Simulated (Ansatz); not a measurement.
Geometry relaxation, with input and output: C$_{18}$F (part 1 of 2)

The run: geometry relaxation of C$_{18}$F (slab, 19 atoms in the cell). Method and program: DFT PBE, scalar-relativistic, plane waves, PAW, spin-polarised (Ansatz 0.2.0).

It belongs to a series of runs on one base structure; here: end point A relaxed. Figures and captions count atoms from 1; the log counts them from 0 in places.

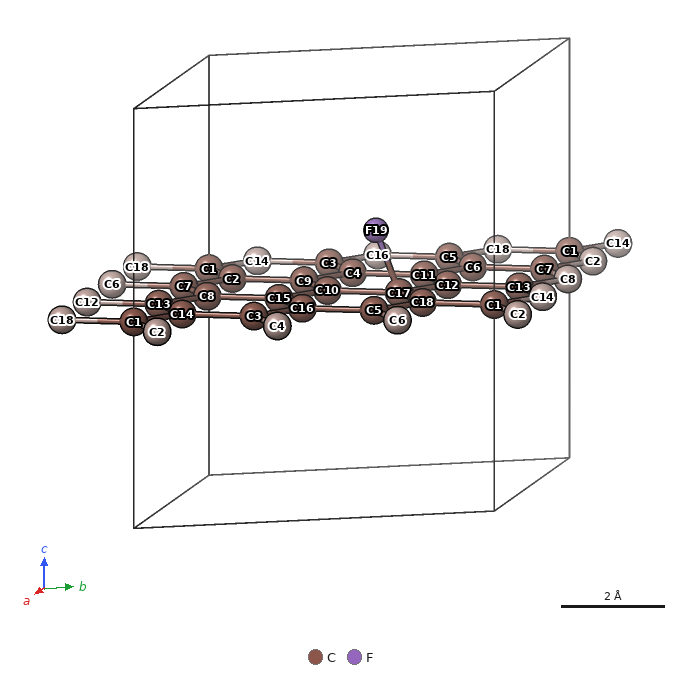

**Figure 1.** The input geometry (ball-and-stick view of the cell of the calculation, with the vacuum cut short, seen slightly off an axis; neighbours outside the cell are drawn fainter; atoms are numbered from 1 in the order of the input). An atom can appear more than once, as a periodic image.

### Input file
```yaml
crystal:
  lattice:
    - [7.398, 0.0, 0.0]
    - [-3.699, 6.406856, 0.0]
    - [0.0, 0.0, 12.0]
  atoms:
    - { symbol: C, position: [0.0, 0.0, 0.0833333] }
    - { symbol: C, position: [0.2222222, 0.1111111, 0.0833333] }
    - { symbol: C, position: [0.0, 0.3333333, 0.0833333] }
    - { symbol: C, position: [0.2222222, 0.4444444, 0.0833333] }
    - { symbol: C, position: [0.0, 0.6666667, 0.0833333] }
    - { symbol: C, position: [0.2222222, 0.7777778, 0.0833333] }
    - { symbol: C, position: [0.3333333, 0.0, 0.0833333] }
    - { symbol: C, position: [0.5555556, 0.1111111, 0.0833333] }
    - { symbol: C, position: [0.3333333, 0.3333333, 0.0833333] }
    - { symbol: C, position: [0.5555556, 0.4444444, 0.0833333] }
    - { symbol: C, position: [0.3333333, 0.6666667, 0.0833333] }
    - { symbol: C, position: [0.5555556, 0.7777778, 0.0833333] }
    - { symbol: C, position: [0.6666667, 0.0, 0.0833333] }
    - { symbol: C, position: [0.8888889, 0.1111111, 0.0833333] }
    - { symbol: C, position: [0.6666667, 0.3333333, 0.0833333] }
    - { symbol: C, position: [0.8888889, 0.4444444, 0.0833333] }
    - { symbol: C, position: [0.6666667, 0.6666667, 0.0833333] }
    - { symbol: C, position: [0.8888889, 0.7777778, 0.0833333] }
    - { symbol: F, position: [0.6719184, 0.6031916, 0.1875], spin: 1.0 }
magnetization:
  spin_polarized: true
basis:
  ecutwfc: 420.0
kpoints:
  mp_grid: { grid: [2, 2, 1] }
hamiltonian:
  xc: pbe
scf:
  occupations: { method: gaussian, width: 0.05 }
  lower_state_search: "off"
relax:
  f_tol: 0.03
  max_steps: 60
  adjacent_minimum: "off"
```

Launch command:
```bash
ansatz run input.yaml --threads 2 --pin off --max-ram 5120MiB --backend cpu --events-out ev --progress --plain --runs-dir out
```

### The program's output
```
Engine: ansatz 0.2.0, x86_64-unknown-linux-gnu
Pseudopotentials: kind: paw
Pseudopotential: C, paw, valence charge 4, recommended cutoff 420 eV (normal), C.paw.azcp
Pseudopotential: F, paw, valence charge 7, recommended cutoff 420 eV (normal), F.paw.azcp
Functional definition: PBE
  parameter kappa = 0.804
  parameter beta = 0.06672455060314922
  exchange = pbe_x(kappa = kappa, mu = beta*pi^2/3)
  correlation = pbe_c(beta = beta)
Crystal: 19 atoms, lattice volume = 568.775 Å³
Basis set: ecut = 420 eV, 11177 PW (Γ), exchange–correlation on 100×100×162 points (8 copies of the dense FFT grid, shifted against one another)
Bands: 59, of which v1, the nominal top of the filled ones, is band 40 counted from 1 (39 counted from 0)
Symmetry: 1 space group operations
Space group: P1 (ITA 1), of the structure as read, at distance tolerance 8.3e-5 Å
Magnetic group: BNS 1.1 (UNI 1), of the structure as read, at distance tolerance 8.3e-5 Å
k-points: 4
Non-local potential: C, projectors of the file, l = 0: 2, l = 1: 2, l = 2: 1
Non-local potential: F, projectors of the file, l = 0: 2, l = 1: 2, l = 2: 1
PAW form: soft (Blöchl's): semilocal exchange-correlation on the pseudo side does not see the compensation charge
PAW one-centre angular grid: C, 110 points (default); XC on 64 Gauss nodes
PAW one-centre angular grid: F, 110 points (default); XC on 64 Gauss nodes
Initial density: superposition of atomic densities (neutral atoms: chi_scale 0, normalization atom)
Starting moments: Σ|m| = 1 μB on 1 of 19 sites
Initial wavefunctions: pseudopotential atomic-orbital guess
Functional: x = pbe(κ = 0.804, μ = 0.2195149727645171), c = pbe(β = 0.06672455060314922)
SCF iter   1: F=—  HF=-5329.065741 eV  |F-HF|=—  |Δ(HF+E_count)|=         —  Δρ=3.79e-2 (↑3.77e-2 ↓3.79e-2)  dr2=2.63e1  dr2_m=9.20e-1  M=0.138 μB ∫|m|=0.281 μB  β_m=0.30  ethr=3.10e-3  ⟨swp⟩=8.0  Hψ=2508  notcnv=0  defer=40
preconditioner: auto → Resta (q_TF=auto, 1.963 Å⁻¹)  ε∞=1.7  [insulator: Δε(μ)=0.053 eV  Ē_g=16.038 eV  σ=0.050 eV  W_gap=0.54  n_scr=72 (ndim 8)  ℏωp=13.7 eV  f_vac=0.641  D(μ)=7.31/eV (n_scr^D=34)  ε∞_Penn≈1.7  vacuum switching on, ρ_ref=1.9e-2 e/Å³]
spin=Collinear: Resta preconditioning applied to the charge; magnetization (m = ρ↑ − ρ↓) channel mixes plain (no charge-response kernel on spin).
SCF iter   2: F=—  HF=-5322.933574 eV  |F-HF|=—  |Δ(HF+E_count)|=    6.13e0  Δρ=2.75e-2 (↑2.35e-2 ↓2.75e-2)  dr2=1.05e1  dr2_m=5.57e-1  M=0.088 μB ∫|m|=0.207 μB  β_m=0.30  ethr=3.10e-3  ⟨swp⟩=3.0  Hψ=932  notcnv=0  defer=106
SCF iter   3: F=—  HF=-5319.503330 eV  |F-HF|=—  |Δ(HF+E_count)|=    3.43e0  Δρ=1.47e-2 (↑1.47e-2 ↓8.95e-3)  dr2=2.16e0  dr2_m=2.86e-1  M=0.183 μB ∫|m|=0.258 μB  β_m=0.30  ethr=3.10e-3  ⟨swp⟩=4.4  Hψ=819  notcnv=0  defer=106
SCF iter   4: F=—  HF=-5319.141863 eV  |F-HF|=—  |Δ(HF+E_count)|=   3.61e-1  Δρ=6.59e-3 (↑6.59e-3 ↓6.02e-3)  dr2=7.97e-2  dr2_m=1.57e-1  M=0.256 μB ∫|m|=0.311 μB  β_m=0.30  ethr=2.73e-3  ⟨swp⟩=3.2  Hψ=831  notcnv=0  defer=112
SCF iter   5: F=—  HF=-5319.173143 eV  |F-HF|=—  |Δ(HF+E_count)|=   3.13e-2  Δρ=4.48e-3 (↑4.17e-3 ↓4.48e-3)  dr2=2.09e-2  dr2_m=8.88e-2  M=0.299 μB ∫|m|=0.342 μB  β_m=0.30  ethr=1.01e-4  ⟨swp⟩=3.0  Hψ=727  notcnv=0  defer=113
SCF iter   6: F=—  HF=-5319.188037 eV  |F-HF|=—  |Δ(HF+E_count)|=   1.49e-2  Δρ=3.08e-3 (↑3.07e-3 ↓3.08e-3)  dr2=3.84e-3  dr2_m=4.77e-2  M=0.341 μB ∫|m|=0.382 μB  β_m=0.30  ethr=2.65e-5  ⟨swp⟩=3.0  Hψ=743  notcnv=0  defer=113
SCF iter   7: F=—  HF=-5319.196738 eV  |F-HF|=—  |Δ(HF+E_count)|=   8.70e-3  Δρ=2.32e-3 (↑2.32e-3 ↓2.27e-3)  dr2=4.61e-4  dr2_m=2.73e-2  M=0.368 μB ∫|m|=0.409 μB  β_m=0.30  ethr=4.86e-6  ⟨swp⟩=2.4  Hψ=648  notcnv=0  defer=113
Mixer restart at iter 7: flushing history
spin-set hold released at iteration 7 (site moments contracting): the magnetisation degrees of freedom join the quasi-Newton model from the next iteration; the mixer history was flushed
SCF iter   8: F=—  HF=-5319.201297 eV  |F-HF|=—  |Δ(HF+E_count)|=   4.56e-3  Δρ=1.75e-3 (↑1.75e-3 ↓1.71e-3)  dr2=3.10e-4  dr2_m=1.56e-2  M=0.401 μB ∫|m|=0.443 μB  β_m=0.65  ethr=5.84e-7  ⟨swp⟩=2.0  Hψ=688  notcnv=0  defer=112
SCF iter   9: F=—  HF=-5319.209822 eV  |F-HF|=—  |Δ(HF+E_count)|=   8.53e-3  Δρ=4.98e-4 (↑4.98e-4 ↓3.79e-4)  dr2=2.59e-4  dr2_m=9.35e-4  M=0.541 μB ∫|m|=0.601 μB  β_m=0.82  ethr=3.92e-7  ⟨swp⟩=3.0  Hψ=952  notcnv=0  defer=112
SCF iter  10: F=—  HF=-5319.211711 eV  |F-HF|=—  |Δ(HF+E_count)|=   1.89e-3  Δρ=7.88e-4 (↑4.05e-4 ↓7.88e-4)  dr2=3.84e-3  dr2_m=1.35e-3  M=0.633 μB ∫|m|=0.703 μB  β_m=0.82  ethr=3.28e-7  ⟨swp⟩=2.9  Hψ=811  notcnv=0  defer=112
SCF iter  11: F=—  HF=-5319.213590 eV  |F-HF|=—  |Δ(HF+E_count)|=   1.88e-3  Δρ=3.28e-4 (↑3.28e-4 ↓2.30e-4)  dr2=1.60e-3  dr2_m=1.09e-4  M=0.669 μB ∫|m|=0.773 μB  β_m=0.72  ethr=3.28e-7  ⟨swp⟩=3.0  Hψ=934  notcnv=0  defer=112
SCF iter  12: F=—  HF=-5319.213786 eV  |F-HF|=—  |Δ(HF+E_count)|=   1.96e-4  Δρ=2.30e-4 (↑1.27e-4 ↓2.30e-4)  dr2=4.97e-4  dr2_m=7.20e-5  M=0.711 μB ∫|m|=0.841 μB  β_m=0.67  ethr=3.28e-7  ⟨swp⟩=3.2  Hψ=933  notcnv=0  defer=112
SCF iter  13: F=—  HF=-5319.213788 eV  |F-HF|=—  |Δ(HF+E_count)|=   1.68e-6  Δρ=1.67e-4 (↑1.05e-4 ↓1.67e-4)  dr2=1.30e-4  dr2_m=8.04e-5  M=0.696 μB ∫|m|=0.841 μB  β_m=0.77  ethr=3.28e-7  ⟨swp⟩=2.0  Hψ=666  notcnv=0  defer=112
SCF iter  14: F=—  HF=-5319.213899 eV  |F-HF|=—  |Δ(HF+E_count)|=   1.11e-4  Δρ=1.75e-4 (↑1.41e-4 ↓1.75e-4)  dr2=1.65e-5  dr2_m=1.29e-4  M=0.673 μB ∫|m|=0.852 μB  β_m=0.89  ethr=1.64e-7  ⟨swp⟩=2.0  Hψ=649  notcnv=0  defer=112
SCF iter  15: F=—  HF=-5319.214202 eV  |F-HF|=—  |Δ(HF+E_count)|=   3.03e-4  Δρ=2.32e-4 (↑2.32e-4 ↓2.29e-4)  dr2=6.21e-6  dr2_m=2.76e-4  M=0.636 μB ∫|m|=0.878 μB  β_m=0.94  ethr=2.08e-8  ⟨swp⟩=4.0  Hψ=1443  notcnv=0
SCF iter  16: F=—  HF=-5319.213864 eV  |F-HF|=—  |Δ(HF+E_count)|=   3.38e-4  Δρ=1.55e-4 (↑1.38e-4 ↓1.55e-4)  dr2=2.70e-5  dr2_m=1.07e-4  M=0.680 μB ∫|m|=0.848 μB  β_m=0.97  ethr=7.86e-9  ⟨swp⟩=4.1  Hψ=1445  notcnv=0
SCF iter  17: F=—  HF=-5319.213710 eV  |F-HF|=—  |Δ(HF+E_count)|=   1.54e-4  Δρ=8.26e-5 (↑7.22e-5 ↓8.26e-5)  dr2=4.45e-6  dr2_m=3.07e-5  M=0.713 μB ∫|m|=0.839 μB  β_m=0.99  ethr=7.86e-9  ⟨swp⟩=1.9  Hψ=1681  notcnv=0
iter 18 did not close the SCF: its close was put off for a magnetic moment that had not settled (scf_convergence_deferred on its scf_iter line)
SCF iter  18: F=-5319.213683 eV  HF=-5319.213674 eV  |F-HF|=9.26e-6  |Δ(HF+E_count)|=   3.62e-5  Δρ=5.25e-5 (↑5.06e-5 ↓5.25e-5)  dr2=5.61e-6  dr2_m=1.32e-5  M=0.728 μB ∫|m|=0.843 μB  β_m=0.99  ethr=5.63e-9  ⟨swp⟩=4.0  Hψ=1378  notcnv=0
iter 19 did not close the SCF: its close was put off for a magnetic moment that had not settled (scf_convergence_deferred on its scf_iter line)
SCF iter  19: F=-5319.213646 eV  HF=-5319.213646 eV  |F-HF|=3.78e-7  |Δ(HF+E_count)|=   2.77e-5  Δρ=1.95e-5 (↑9.58e-6 ↓1.95e-5)  dr2=1.56e-6  dr2_m=9.25e-7  M=0.749 μB ∫|m|=0.851 μB  β_m=1.00  ethr=5.63e-9  ⟨swp⟩=1.2  Hψ=1503  notcnv=0
iter 20 did not close the SCF: its close was put off for a magnetic moment that had not settled (scf_convergence_deferred on its scf_iter line)
SCF iter  20: F=-5319.213645 eV  HF=-5319.213645 eV  |F-HF|=8.68e-8  |Δ(HF+E_count)|=   1.44e-6  Δρ=1.17e-5 (↑5.48e-6 ↓1.17e-5)  dr2=3.73e-7  dr2_m=3.61e-7  M=0.751 μB ∫|m|=0.852 μB  β_m=1.00  ethr=1.98e-9  ⟨swp⟩=1.4  Hψ=1140  notcnv=0
iter 21 did not close the SCF: its close was put off for a magnetic moment that had not settled (scf_convergence_deferred on its scf_iter line)
SCF iter  21: F=-5319.213644 eV  HF=-5319.213644 eV  |F-HF|=3.86e-8  |Δ(HF+E_count)|=   8.19e-7  Δρ=3.44e-6 (↑3.44e-6 ↓2.73e-6)  dr2=1.58e-8  dr2_m=4.76e-8  M=0.754 μB ∫|m|=0.855 μB  β_m=1.00  ethr=4.73e-10  ⟨swp⟩=1.0  Hψ=1293  notcnv=0
SCF iter  22: F=-5319.213644 eV  HF=-5319.213644 eV  |F-HF|=1.03e-8  |Δ(HF+E_count)|=   5.54e-8  Δρ=2.68e-6 (↑1.03e-6 ↓2.68e-6)  dr2=3.26e-8  dr2_m=1.56e-8  M=0.755 μB ∫|m|=0.855 μB  ethr=1.99e-11  ⟨swp⟩=1.0  Hψ=1457  notcnv=0
The SCF converged. Along the directions that its mixing steps explored, a Ritz value of the dielectric operator 1 − χ₀K read negative at each of the last 4 readings (its real part and the size of its imaginary part sum to between -0.54 and -0.52).
SCF 1 converged in 22 iterations: F = -5319.213644 eV  dr2 = 3.26e-8
  greatest PAW one-centre occupation: 0.947 electrons in one spin orbital (limit 2), on the F atom at site 18 (counted from 0), in its partial waves of l = 0
relax step   1: F+E_penalty+E_count = -5319.21364369 eV  Δ(F+E_penalty+E_count) = +0.000e0 eV  max|allowed force component| = 1.300e1 eV/Å  Δτ_max = 0.0000 Å  (22 SCF iters, dr2 threshold 2.25e-5 eV, accepted)
[...]
Initial density: handed on by an earlier stage of this run
Starting moments: Σ|m| = 1 μB on 1 of 19 sites; this step starts from the density that it was given
Initial wavefunctions: those handed on with the density
preconditioner: auto → Resta (q_TF=auto, 1.963 Å⁻¹)  ε∞=1.9  [insulator: Δε(μ)=0.183 eV  Ē_g=14.575 eV  σ=0.050 eV  W_gap=0.99  n_scr=72 (ndim 8)  ℏωp=13.7 eV  f_vac=0.673  D(μ)=0.25/eV (n_scr^D=0)  ε∞_Penn≈1.9  vacuum switching on, ρ_ref=1.5e-2 e/Å³]
spin=Collinear: Resta preconditioning applied to the charge; magnetization (m = ρ↑ − ρ↓) channel mixes plain (no charge-response kernel on spin).
WARN: the starting moments were not kept: the SCF closed with an absolute magnetisation of 1.8e-5 μB, where they sum to 1 μB in size (1 site). That is at most 0.1 of that sum. Measured as dr2_m measures the in/out step, that magnetisation stands 2.1e-11 eV from none, at or under the dr2_threshold of 1.0e-7 eV: it is no larger than a step whose dr2_m would equal this threshold. The system may hold no moment; this SCF shows only that its start led to no more than that. This SCF took its magnetisation from the state that an earlier stage of the run handed on, and the starting moments (crystal.atoms[].spin, magnetization.per_species, magnetization.initial_magnetization, or on a non-collinear deck that types none of these the spinor_matrix: blocks that start its atoms; where the total moment is fixed, keep their sum and leave initial_magnetization as it is) reach it only through that state. Under a hybrid functional, moments that its semilocal warm-up loses can be held through it (magnetization.spin_locking: {lock_spins: true, release_at_the_exchange_loop: true}, refused in a deck that types no crystal.atoms[].spin or magnetization.per_species, and beside md: or magnetic_configurations:, beside output.atomic_orbital_hamiltonian at one k-point under exchange of full range, and beside output.current_voltage). To try another start, change the starting moments or, where the run itself opened from a saved state (the deck's checkpoint.read, a session's seed or a resume), run it without that state.
  greatest PAW one-centre occupation: 0.941 electrons in one spin orbital (limit 2), on the F atom at site 18 (counted from 0), in its partial waves of l = 0
relax step   2: F+E_penalty+E_count = -5321.32789704 eV  Δ(F+E_penalty+E_count) = -2.114e0 eV  max|allowed force component| = 7.470e0 eV/Å  Δτ_max = 0.1945 Å  (14 SCF iters, accepted)
preconditioner: auto → Resta (q_TF=auto, 1.963 Å⁻¹)  ε∞=1.9  [insulator: Δε(μ)=0.518 eV  Ē_g=14.336 eV  σ=0.050 eV  W_gap=1.00  n_scr=72 (ndim 8)  ℏωp=13.7 eV  f_vac=0.669  D(μ)=0.00/eV (n_scr^D=0)  ε∞_Penn≈1.9  vacuum switching on, ρ_ref=1.5e-2 e/Å³]
spin=Collinear: Resta preconditioning applied to the charge; magnetization (m = ρ↑ − ρ↓) channel mixes plain (no charge-response kernel on spin).
the starting moments were not kept: the SCF closed with an absolute magnetisation of 1.1e-5 μB, where they sum to 1 μB in size (1 site). That is at most 0.1 of that sum. Measured as dr2_m measures the in/out step, that magnetisation stands 1.1e-11 eV from none, at or under the dr2_threshold of 1.0e-7 eV: it is no larger than a step whose dr2_m would equal this threshold.
  greatest PAW one-centre occupation: 0.937 electrons in one spin orbital (limit 2), on the F atom at site 18 (counted from 0), in its partial waves of l = 0
relax step   3: F+E_penalty+E_count = -5322.54899118 eV  Δ(F+E_penalty+E_count) = -1.221e0 eV  max|allowed force component| = 2.791e0 eV/Å  Δτ_max = 0.1947 Å  (12 SCF iters, accepted)
preconditioner: auto → Resta (q_TF=auto, 1.963 Å⁻¹)  ε∞=1.9  [insulator: Δε(μ)=0.525 eV  Ē_g=14.607 eV  σ=0.050 eV  W_gap=1.00  n_scr=72 (ndim 8)  ℏωp=13.8 eV  f_vac=0.668  D(μ)=0.00/eV (n_scr^D=0)  ε∞_Penn≈1.9  vacuum switching on, ρ_ref=1.5e-2 e/Å³]
spin=Collinear: Resta preconditioning applied to the charge; magnetization (m = ρ↑ − ρ↓) channel mixes plain (no charge-response kernel on spin).
the starting moments were not kept: the SCF closed with an absolute magnetisation of 9.0e-6 μB, where they sum to 1 μB in size (1 site). That is at most 0.1 of that sum. Measured as dr2_m measures the in/out step, that magnetisation stands 6.6e-12 eV from none, at or under the dr2_threshold of 1.0e-7 eV: it is no larger than a step whose dr2_m would equal this threshold.
  greatest PAW one-centre occupation: 0.935 electrons in one spin orbital (limit 2), on the F atom at site 18 (counted from 0), in its partial waves of l = 0
relax step   4: F+E_penalty+E_count = -5322.96059113 eV  Δ(F+E_penalty+E_count) = -4.116e-1 eV  max|allowed force component| = 1.507e0 eV/Å  Δτ_max = 0.2000 Å  (12 SCF iters, accepted)
preconditioner: auto → Resta (q_TF=auto, 1.963 Å⁻¹)  ε∞=1.9  [insulator: Δε(μ)=0.703 eV  Ē_g=14.528 eV  σ=0.050 eV  W_gap=1.00  n_scr=72 (ndim 8)  ℏωp=13.8 eV  f_vac=0.666  D(μ)=0.00/eV (n_scr^D=0)  ε∞_Penn≈1.9  vacuum switching on, ρ_ref=1.5e-2 e/Å³]
spin=Collinear: Resta preconditioning applied to the charge; magnetization (m = ρ↑ − ρ↓) channel mixes plain (no charge-response kernel on spin).
the starting moments were not kept: the SCF closed with an absolute magnetisation of 1.1e-5 μB, where they sum to 1 μB in size (1 site). That is at most 0.1 of that sum. Measured as dr2_m measures the in/out step, that magnetisation stands 1.3e-11 eV from none, at or under the dr2_threshold of 1.0e-7 eV: it is no larger than a step whose dr2_m would equal this threshold.
relax step   5: F+E_penalty+E_count = -5323.14062647 eV  Δ(F+E_penalty+E_count) = -1.800e-1 eV  max|allowed force component| = 1.933e-1 eV/Å  Δτ_max = 0.2000 Å  (11 SCF iters, accepted)
preconditioner: auto → Resta (q_TF=auto, 1.963 Å⁻¹)  ε∞=1.9  [insulator: Δε(μ)=0.646 eV  Ē_g=14.552 eV  σ=0.050 eV  W_gap=1.00  n_scr=72 (ndim 8)  ℏωp=13.8 eV  f_vac=0.665  D(μ)=0.00/eV (n_scr^D=0)  ε∞_Penn≈1.9  vacuum switching on, ρ_ref=1.5e-2 e/Å³]
spin=Collinear: Resta preconditioning applied to the charge; magnetization (m = ρ↑ − ρ↓) channel mixes plain (no charge-response kernel on spin).
the starting moments were not kept: the SCF closed with an absolute magnetisation of 7.9e-6 μB, where they sum to 1 μB in size (1 site). That is at most 0.1 of that sum. Measured as dr2_m measures the in/out step, that magnetisation stands 4.8e-12 eV from none, at or under the dr2_threshold of 1.0e-7 eV: it is no larger than a step whose dr2_m would equal this threshold.
  greatest PAW one-centre occupation: 0.934 electrons in one spin orbital (limit 2), on the F atom at site 18 (counted from 0), in its partial waves of l = 0
relax step   6: F+E_penalty+E_count = -5323.10322478 eV  Δ(F+E_penalty+E_count) = +3.740e-2 eV  max|allowed force component| = 5.157e-1 eV/Å  Δτ_max = 0.0689 Å  (11 SCF iters, rejected (line search))
preconditioner: auto → Resta (q_TF=auto, 1.963 Å⁻¹)  ε∞=1.9  [insulator: Δε(μ)=0.698 eV  Ē_g=14.557 eV  σ=0.050 eV  W_gap=1.00  n_scr=72 (ndim 8)  ℏωp=13.8 eV  f_vac=0.665  D(μ)=0.00/eV (n_scr^D=0)  ε∞_Penn≈1.9  vacuum switching on, ρ_ref=1.5e-2 e/Å³]
spin=Collinear: Resta preconditioning applied to the charge; magnetization (m = ρ↑ − ρ↓) channel mixes plain (no charge-response kernel on spin).
the starting moments were not kept: the SCF closed with an absolute magnetisation of 6.8e-6 μB, where they sum to 1 μB in size (1 site). That is at most 0.1 of that sum. Measured as dr2_m measures the in/out step, that magnetisation stands 5.1e-12 eV from none, at or under the dr2_threshold of 1.0e-7 eV: it is no larger than a step whose dr2_m would equal this threshold.
relax step   7: F+E_penalty+E_count = -5323.15052117 eV  Δ(F+E_penalty+E_count) = -9.895e-3 eV  max|allowed force component| = 9.737e-2 eV/Å  Δτ_max = 0.0335 Å  (10 SCF iters, accepted)
preconditioner: auto → Resta (q_TF=auto, 1.963 Å⁻¹)  ε∞=1.9  [insulator: Δε(μ)=0.663 eV  Ē_g=14.554 eV  σ=0.050 eV  W_gap=1.00  n_scr=72 (ndim 8)  ℏωp=13.8 eV  f_vac=0.665  D(μ)=0.00/eV (n_scr^D=0)  ε∞_Penn≈1.9  vacuum switching on, ρ_ref=1.5e-2 e/Å³]
spin=Collinear: Resta preconditioning applied to the charge; magnetization (m = ρ↑ − ρ↓) channel mixes plain (no charge-response kernel on spin).
the starting moments were not kept: the SCF closed with an absolute magnetisation of 5.2e-6 μB, where they sum to 1 μB in size (1 site). That is at most 0.1 of that sum. Measured as dr2_m measures the in/out step, that magnetisation stands 2.6e-12 eV from none, at or under the dr2_threshold of 1.0e-7 eV: it is no larger than a step whose dr2_m would equal this threshold.
relax step   8: F+E_penalty+E_count = -5323.15415071 eV  Δ(F+E_penalty+E_count) = -3.630e-3 eV  max|allowed force component| = 1.911e-2 eV/Å  Δτ_max = 0.0408 Å  (10 SCF iters, accepted)
```

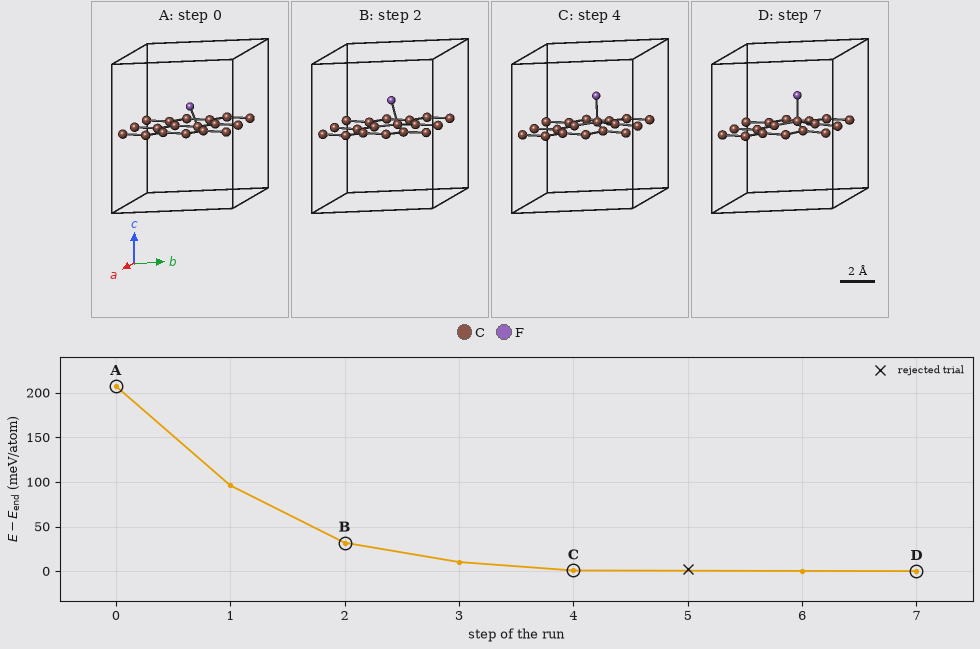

**Figure 2.** Frames of the relaxation (ball-and-stick view of the cell of the calculation, with the vacuum cut short (origin shifted), seen slightly off an axis) above the curves, on which the letters mark them (the first geometry is step 0 here and step 1 in the log).
